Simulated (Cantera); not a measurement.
Charge: 1 mol HI, a varied amount of O2, held at 2402 °C and 13.3 mbar.

Method: chemical equilibrium by Gibbs-energy minimisation in Cantera with the NASA 1993 tables (ideal gas, pure condensed phases). Candidate condensed phases: H2O, I2; 12 gas species. The numbers say what is thermodynamically allowed, not how fast it happens.

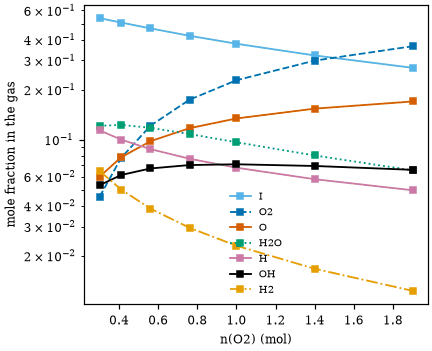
Equilibrium gas composition (values under 1e-9 drawn at 1e-9)

Read off the mole fractions at 0.41 mol O2.

I about 0.51, H2O about 0.12, H about 0.10, O about 0.078, O2 about 0.078, OH about 0.061, H2 about 0.050.
